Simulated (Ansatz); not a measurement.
# GeH₂BrOF₃: geometry relaxation

System: GeH₂BrOF₃.
Method: RKS BHLYP-D4/def2-SVP (Ansatz 0.2.0).

It belongs to a series of runs on one base structure; here: end point B relaxed.

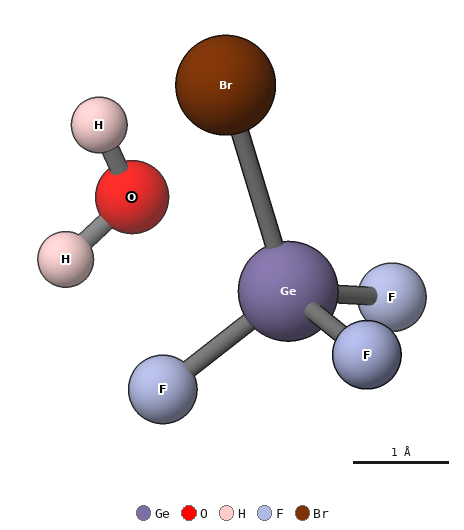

Figure 1. The starting structure (ball-and-stick view, seen at a tilt). Sticks mark near contacts.

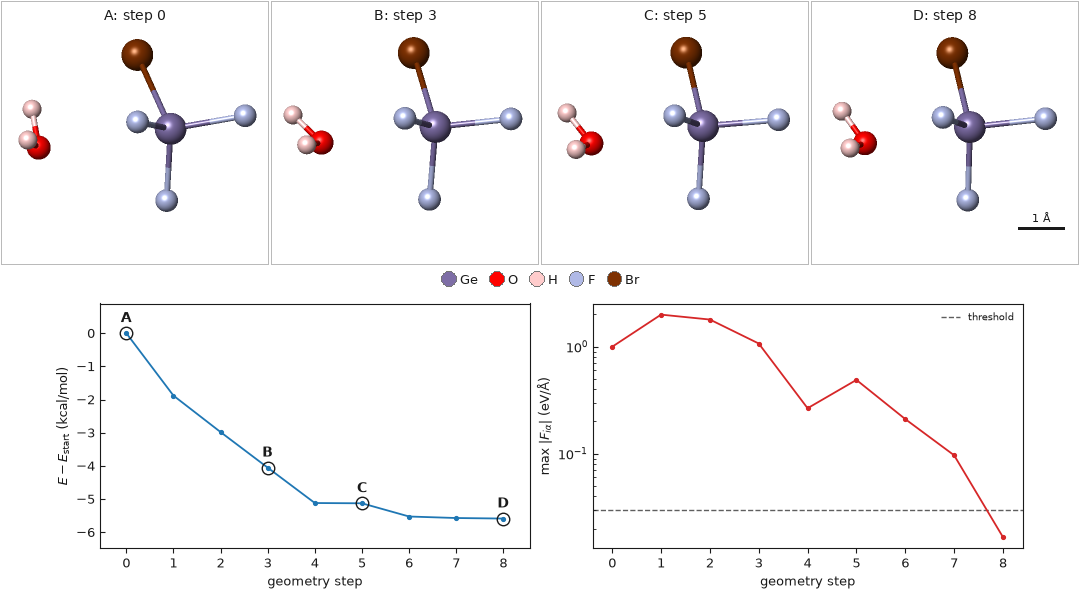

Figure 2. Frames of the relaxation (ball-and-stick view, seen at a tilt) above the curves, on which the letters mark them (the first geometry is step 0 here and step 1 in the log).

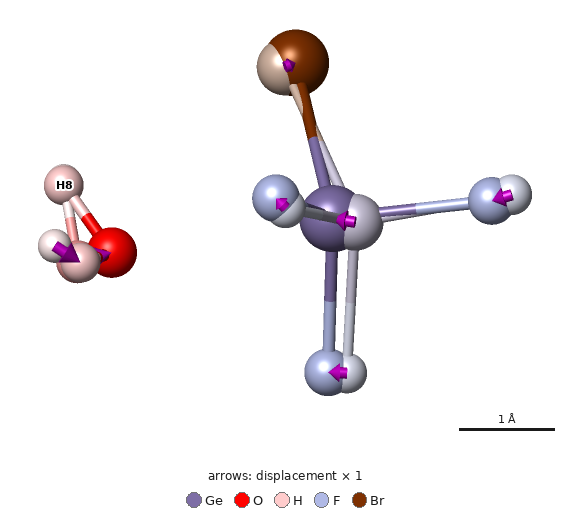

Figure 3. Start (faint) and end (solid) with the displacements as pink arrows, at true length (ball-and-stick view, seen at a tilt). The two geometries are laid on each other by the best rigid fit. The energy falls by 5.59 kcal/mol in 8 geometry steps. The largest force component goes from 1 to 0.017 eV/Å. The atom that moves furthest after the best rigid fit is O2 (0.37 Å). Largest moves by element: O 0.37 Å, H 0.32 Å, Ge 0.24 Å, F 0.22 Å, Br 0.12 Å. Among the contacts that change: Ge1–Br7 2.354 → 2.267 Å, O2–H8 0.977 → 0.957 Å, Ge1–F4 1.698 → 1.711 Å, Ge1–F5 1.689 → 1.698 Å. Among the angles that change: F6–Ge1–Br7 112.6° → 118.1°, F4–Ge1–F6 105.0° → 99.5°, F4–Ge1–Br7 106.9° → 101.9°. (Atoms are counted from 1 in the order of the input.)

The input and output of the run follow.

Input file:
```yaml
crystal:
  periodic: [false, false, false]
  atoms:
    - { symbol: Ge, position_ang: [0.491711, -0.252715, -0.34702] }
    - { symbol: O, position_ang: [-0.486601, -0.226249, 2.445622] }
    - { symbol: H, position_ang: [-1.333422, -0.654626, 2.305622] }
    - { symbol: F, position_ang: [0.930092, -0.356355, -1.983711] }
    - { symbol: F, position_ang: [0.497527, 1.396921, 0.013446] }
    - { symbol: F, position_ang: [-1.077261, -0.894044, -0.270115] }
    - { symbol: Br, position_ang: [2.052987, -1.533325, 0.861983] }
    - { symbol: H, position_ang: [0.113268, -0.944207, 2.725672] }
basis:
  gaussian: { orbitals: def2-SVP }
hamiltonian:
  xc: { name: BHLYP }
  dispersion: d4
relax:
  f_tol: 0.03
  max_steps: 50
```

Launched with:
```bash
ansatz run input.yaml --threads 4 --pin off --max-ram 5120MiB --backend cpu --events-out ev --progress --plain --runs-dir out
```

The program's output:
```
The last accepted step is kept in [file] (removed where the run ends without a failure and the disk answers)
Engine: ansatz 0.2.0, aarch64-unknown-linux-gnu
Functional definition: BHLYP
  parameter a = 0.5
  exchange = (1 - a)*b88_x + a*exact_x
  correlation = lyp_c
1332 factors; integrals over basis functions are off by at most 3.3e-4 eV
mean field evaluation 1: about -136763.7084 eV, gradient 6.3e1 eV
mean field evaluation 2: about -136761.8087 eV, gradient 7.4e1 eV
mean field evaluation 4: about -136770.1449 eV, gradient 1.6e0 eV
mean field evaluation 8: about -136770.1918 eV, gradient 1.0e-1 eV
mean field evaluation 16: about -136770.1919 eV, gradient 2.8e-5 eV
mean field -136770.19186379 eV, -5026.2118448287 hartree, gradient 2.8e-5 eV, S^2 0.000000; 0 other end points of the search recorded, 0 dependent functions left out
the calculation of the forces begins
reference -136770.19201942 eV, -5026.2118505478 hartree; 52, 52 occupied and 78, 78 virtual orbitals, 1332 factors
relax step   1: F+E_penalty+E_count = -136770.45830610 eV  Δ(F+E_penalty+E_count) = +0.000e0 eV  max|allowed force component| = 9.974e-1 eV/Å  Δτ_max = 0.0000 Å  (27 SCF iters, accepted)
these checks for a lower state are left out or cut short: starts, cluster_reference, orbital_swaps, neighbouring_geometries, increment
1332 factors; integrals over basis functions are off by at most 5.8e-4 eV
mean field -136770.26554549 eV, -5026.2145525812 hartree, gradient 9.0e-6 eV, S^2 0.000000; 0 other end points of the search recorded, 0 dependent functions left out
the calculation of the forces begins
reference -136770.26570087 eV, -5026.2145582911 hartree; 52, 52 occupied and 78, 78 virtual orbitals, 1332 factors
relax step   2: F+E_penalty+E_count = -136770.53992636 eV  Δ(F+E_penalty+E_count) = -8.162e-2 eV  max|allowed force component| = 1.990e0 eV/Å  Δτ_max = 0.1978 Å  (31 SCF iters, accepted)
these checks for a lower state are left out or cut short: starts, cluster_reference, orbital_swaps, neighbouring_geometries, increment
1332 factors; integrals over basis functions are off by at most 5.4e-4 eV
mean field -136770.31415811 eV, -5026.2163390618 hartree, gradient 1.9e-5 eV, S^2 0.000000; 0 other end points of the search recorded, 0 dependent functions left out
the calculation of the forces begins
reference -136770.31431377 eV, -5026.2163447825 hartree; 52, 52 occupied and 78, 78 virtual orbitals, 1332 factors
relax step   3: F+E_penalty+E_count = -136770.58759998 eV  Δ(F+E_penalty+E_count) = -4.767e-2 eV  max|allowed force component| = 1.790e0 eV/Å  Δτ_max = 0.1933 Å  (29 SCF iters, accepted)
these checks for a lower state are left out or cut short: starts, cluster_reference, orbital_swaps, neighbouring_geometries, increment
1332 factors; integrals over basis functions are off by at most 5.7e-4 eV
mean field evaluation 32: about -136770.2146 eV, gradient 6.3e0 eV
mean field -136770.36014445 eV, -5026.2180290289 hartree, gradient 6.0e-6 eV, S^2 0.000000; 0 other end points of the search recorded, 0 dependent functions left out
the calculation of the forces begins
reference -136770.36029969 eV, -5026.2180347336 hartree; 52, 52 occupied and 78, 78 virtual orbitals, 1332 factors
relax step   4: F+E_penalty+E_count = -136770.63412499 eV  Δ(F+E_penalty+E_count) = -4.653e-2 eV  max|allowed force component| = 1.069e0 eV/Å  Δτ_max = 0.0801 Å  (31 SCF iters, accepted)
these checks for a lower state are left out or cut short: starts, cluster_reference, orbital_swaps, neighbouring_geometries, increment
1332 factors; integrals over basis functions are off by at most 4.2e-4 eV
mean field -136770.40721998 eV, -5026.2197590226 hartree, gradient 7.4e-6 eV, S^2 0.000000; 0 other end points of the search recorded, 0 dependent functions left out
the calculation of the forces begins
reference -136770.40737348 eV, -5026.2197646637 hartree; 52, 52 occupied and 78, 78 virtual orbitals, 1332 factors
relax step   5: F+E_penalty+E_count = -136770.68036690 eV  Δ(F+E_penalty+E_count) = -4.624e-2 eV  max|allowed force component| = 2.659e-1 eV/Å  Δτ_max = 0.1188 Å  (31 SCF iters, accepted)
these checks for a lower state are left out or cut short: starts, cluster_reference, orbital_swaps, neighbouring_geometries, increment
1332 factors; integrals over basis functions are off by at most 4.2e-4 eV
mean field -136770.40745592 eV, -5026.2197676933 hartree, gradient 1.9e-5 eV, S^2 0.000000; 0 other end points of the search recorded, 0 dependent functions left out
the calculation of the forces begins
reference -136770.40760955 eV, -5026.2197733390 hartree; 52, 52 occupied and 78, 78 virtual orbitals, 1332 factors
relax step   6: F+E_penalty+E_count = -136770.68072209 eV  Δ(F+E_penalty+E_count) = -3.552e-4 eV  max|allowed force component| = 4.890e-1 eV/Å  Δτ_max = 0.0317 Å  (31 SCF iters, accepted)
these checks for a lower state are left out or cut short: starts, cluster_reference, orbital_swaps, neighbouring_geometries, increment
1332 factors; integrals over basis functions are off by at most 4.1e-4 eV
mean field -136770.42594032 eV, -5026.2204469824 hartree, gradient 2.3e-5 eV, S^2 0.000000; 0 other end points of the search recorded, 0 dependent functions left out
the calculation of the forces begins
reference -136770.42609266 eV, -5026.2204525806 hartree; 52, 52 occupied and 78, 78 virtual orbitals, 1332 factors
relax step   7: F+E_penalty+E_count = -136770.69799136 eV  Δ(F+E_penalty+E_count) = -1.727e-2 eV  max|allowed force component| = 2.106e-1 eV/Å  Δτ_max = 0.1025 Å  (30 SCF iters, accepted)
these checks for a lower state are left out or cut short: starts, cluster_reference, orbital_swaps, neighbouring_geometries, increment
1332 factors; integrals over basis functions are off by at most 4.1e-4 eV
mean field evaluation 64: about -136770.4288 eV, gradient 7.7e-4 eV
mean field -136770.42881692 eV, -5026.2205526956 hartree, gradient 2.0e-5 eV, S^2 0.000000; 0 other end points of the search recorded, 0 dependent functions left out
the calculation of the forces begins
reference -136770.42896928 eV, -5026.2205582947 hartree; 52, 52 occupied and 78, 78 virtual orbitals, 1332 factors
relax step   8: F+E_penalty+E_count = -136770.69996287 eV  Δ(F+E_penalty+E_count) = -1.972e-3 eV  max|allowed force component| = 9.671e-2 eV/Å  Δτ_max = 0.0127 Å  (32 SCF iters, accepted)
these checks for a lower state are left out or cut short: starts, cluster_reference, orbital_swaps, neighbouring_geometries, increment
1332 factors; integrals over basis functions are off by at most 4.0e-4 eV
mean field -136770.43057738 eV, -5026.2206173913 hartree, gradient 2.0e-5 eV, S^2 0.000000; 0 other end points of the search recorded, 0 dependent functions left out
the calculation of the forces begins
reference -136770.43072958 eV, -5026.2206229845 hartree; 52, 52 occupied and 78, 78 virtual orbitals, 1332 factors
relax step   9: F+E_penalty+E_count = -136770.70067089 eV  Δ(F+E_penalty+E_count) = -7.080e-4 eV  max|allowed force component| = 1.665e-2 eV/Å  Δτ_max = 0.0250 Å  (32 SCF iters, accepted)
1332 factors; integrals over basis functions are off by at most 4.0e-4 eV
mean field -136770.43057738 eV, -5026.2206173913 hartree, gradient 2.0e-5 eV, S^2 0.000000; 1 other end points of the search recorded, 0 dependent functions left out
the calculation of the forces begins
reference -136770.43072958 eV, -5026.2206229845 hartree; 52, 52 occupied and 78, 78 virtual orbitals, 1332 factors
Total energy: -136770.70082309 eV, -5026.2305487377 hartree
Atom 0 at     0.451153    -0.314027    -0.116981 Å, force     0.001339    -0.001973     0.009438 eV/Å
Atom 1 at    -0.327427    -0.266364     2.110532 Å, force    -0.008874     0.012144    -0.006189 eV/Å
Atom 2 at    -1.269465    -0.440415     2.072154 Å, force     0.016650    -0.007681     0.009243 eV/Å
Atom 3 at     0.843739    -0.322240    -1.782064 Å, force    -0.003099     0.004201    -0.004798 eV/Å
Atom 4 at     0.417219     1.355804     0.187762 Å, force     0.010439     0.003928    -0.004207 eV/Å
Atom 5 at    -1.110009    -1.010344    -0.190249 Å, force    -0.003753    -0.009015    -0.005290 eV/Å
Atom 6 at     2.132988    -1.550815     0.766751 Å, force    -0.005328     0.004119     0.002440 eV/Å
Atom 7 at     0.050103    -0.916198     2.703593 Å, force    -0.007374    -0.005722    -0.000637 eV/Å
Dipole moment:    -0.176161    -0.406296     0.887297 e Å
```

Trajectory as extended XYZ (Å, eV, eV/Å), 9 frames, from step=1 to step=9:
```
8
Properties=species:S:1:pos:R:3:forces:R:3 step=1 energy=-136770.45831
Ge    0.4917   -0.2527   -0.3470    0.8590  -0.7407   0.9974
O    -0.4866   -0.2262    2.4456    0.6184  -0.8179  -0.0513
H    -1.3334   -0.6546    2.3056    0.1297   0.0552   0.0229
F     0.9301   -0.3564   -1.9837   -0.0130  -0.0004  -0.0048
F     0.4975    1.3969    0.0134   -0.0033  -0.0081   0.0095
F    -1.0773   -0.8940   -0.2701   -0.0146  -0.0035   0.0159
Br    2.0530   -1.5333    0.8620   -0.8512   0.7371  -0.7850
H     0.1133   -0.9442    2.7257   -0.7250   0.7782  -0.2046
8
Properties=species:S:1:pos:R:3:forces:R:3 step=2 energy=-136770.53993
Ge    0.4976   -0.2680   -0.2935   -0.1879  -0.0647   0.4380
O    -0.4307   -0.2553    2.2581    0.0501  -1.9904   1.2919
H    -1.3285   -0.6382    2.3005    0.7601   0.6219  -0.3053
F     0.9277   -0.3636   -1.9341   -0.0515   0.0548  -0.1527
F     0.4988    1.3838    0.0574   -0.0030   0.1269  -0.0183
F    -1.0746   -0.9041   -0.2309   -0.1442  -0.0532  -0.2272
Br    2.0184   -1.4929    0.7997    0.3629  -0.2011   0.0326
H     0.0796   -0.9263    2.7943   -0.7865   1.5058  -1.0589
8
Properties=species:S:1:pos:R:3:forces:R:3 step=3 energy=-136770.58760
Ge    0.4727   -0.3215   -0.2556    0.3048   0.0926   0.3934
O    -0.3696   -0.2283    2.2289   -0.2652  -1.7903   1.1852
H    -1.2792   -0.5733    2.1251    0.9197   0.4406   0.1003
F     0.8970   -0.2890   -1.9068   -0.1025   0.0227   0.0088
F     0.4440    1.3123    0.1890    0.0102   0.0516  -0.1825
F    -1.0964   -0.9768   -0.2714   -0.0632  -0.0618   0.0553
Br    2.0911   -1.5639    0.7155   -0.0645  -0.0186  -0.0734
H     0.0286   -0.8241    2.9268   -0.7394   1.2633  -1.4872
8
Properties=species:S:1:pos:R:3:forces:R:3 step=4 energy=-136770.63413
Ge    0.4860   -0.3020   -0.2360    0.1674  -0.1692   0.4244
O    -0.3446   -0.2893    2.1833   -0.7890  -1.0693   0.9932
H    -1.2937   -0.5256    2.1299    1.0524   0.3444  -0.0460
F     0.8743   -0.3022   -1.8961   -0.0471   0.0403  -0.0202
F     0.4417    1.3457    0.1550    0.0266   0.0101  -0.0643
F    -1.0764   -0.9779   -0.2206   -0.0951  -0.0211  -0.0969
Br    2.1062   -1.5583    0.7239   -0.0196   0.0720  -0.1273
H    -0.0051   -0.8550    2.9121   -0.2955   0.7930  -1.0628
8
Properties=species:S:1:pos:R:3:forces:R:3 step=5 energy=-136770.68037
Ge    0.4967   -0.3237   -0.1824   -0.2585   0.0387   0.0222
O    -0.3788   -0.2692    2.1811    0.2659   0.1697  -0.2225
H    -1.3167   -0.4410    2.1260   -0.0819  -0.0826  -0.0085
F     0.8304   -0.2990   -1.8583    0.0226  -0.0162   0.0394
F     0.4609    1.3323    0.1789    0.0171  -0.0034   0.0182
F    -1.0637   -1.0225   -0.1900    0.0860   0.0083  -0.0285
Br    2.1754   -1.5452    0.6949   -0.0386   0.0026   0.0734
H    -0.0159   -0.8962    2.8012   -0.0125  -0.1170   0.1062
8
Properties=species:S:1:pos:R:3:forces:R:3 step=6 energy=-136770.68072
Ge    0.4863   -0.3241   -0.1820   -0.0570   0.0380   0.0699
O    -0.3739   -0.2766    2.1759    0.4890   0.1973  -0.2361
H    -1.3130   -0.4216    2.1509   -0.3462  -0.1128  -0.0180
F     0.8485   -0.2969   -1.8495    0.0097   0.0078  -0.0746
F     0.4481    1.3319    0.1783   -0.0127   0.0058   0.0344
F    -1.0635   -1.0328   -0.2145   -0.0557  -0.0162   0.0216
Br    2.1675   -1.5479    0.6890   -0.0304  -0.0045   0.1090
H    -0.0116   -0.8966    2.8035    0.0035  -0.1155   0.0938
8
Properties=species:S:1:pos:R:3:forces:R:3 step=7 energy=-136770.69799
Ge    0.4585   -0.3161   -0.1350   -0.0183   0.0610   0.0167
O    -0.3265   -0.2700    2.1302   -0.2106   0.1698  -0.1959
H    -1.2679   -0.4461    2.0622    0.1066   0.0004   0.0521
F     0.8388   -0.3192   -1.8024   -0.0121   0.0025   0.0120
F     0.4270    1.3492    0.1884   -0.0039   0.0191  -0.0208
F    -1.1034   -1.0087   -0.1868   -0.0310  -0.0142  -0.0108
Br    2.1300   -1.5411    0.7588    0.0986  -0.0771   0.0217
H     0.0318   -0.9126    2.7362    0.0706  -0.1614   0.1250
8
Properties=species:S:1:pos:R:3:forces:R:3 step=8 energy=-136770.69996
Ge    0.4558   -0.3159   -0.1285    0.0106   0.0153   0.0299
O    -0.3279   -0.2682    2.1217   -0.0967   0.0675  -0.0843
H    -1.2703   -0.4408    2.0701    0.0644  -0.0047   0.0283
F     0.8424   -0.3187   -1.7945   -0.0077   0.0051   0.0000
F     0.4207    1.3508    0.1895    0.0063   0.0143  -0.0166
F    -1.1050   -1.0113   -0.1908   -0.0201  -0.0132  -0.0053
Br    2.1340   -1.5481    0.7587    0.0213  -0.0190   0.0073
H     0.0384   -0.9123    2.7253    0.0219  -0.0653   0.0407
8
Properties=species:S:1:pos:R:3:forces:R:3 step=9 energy=-136770.70067
Ge    0.4512   -0.3140   -0.1170    0.0013  -0.0020   0.0094
O    -0.3274   -0.2664    2.1105   -0.0089   0.0121  -0.0062
H    -1.2695   -0.4404    2.0722    0.0167  -0.0077   0.0092
F     0.8437   -0.3222   -1.7821   -0.0031   0.0042  -0.0048
F     0.4172    1.3558    0.1878    0.0104   0.0039  -0.0042
F    -1.1100   -1.0103   -0.1902   -0.0038  -0.0090  -0.0053
Br    2.1330   -1.5508    0.7668   -0.0053   0.0041   0.0024
H     0.0501   -0.9162    2.7036   -0.0074  -0.0057  -0.0006
```

Key numbers:

```json
{"quantity": "outcome", "value": "converged"}
{"quantity": "total energy", "value": "−136770.7008 eV"}
{"quantity": "mean-field energy", "value": "−136770.4307 eV"}
{"quantity": "largest force (length of the vector) at the end", "value": "0.021 eV/Å"}
{"quantity": "hardware", "value": "4 threads of Arm Neoverse V1, 24 GiB of memory available, shared host"}
{"quantity": "wall time", "value": "29 s (CPU time 1.8 min)"}
{"quantity": "peak memory", "value": "0.39 GiB"}
```
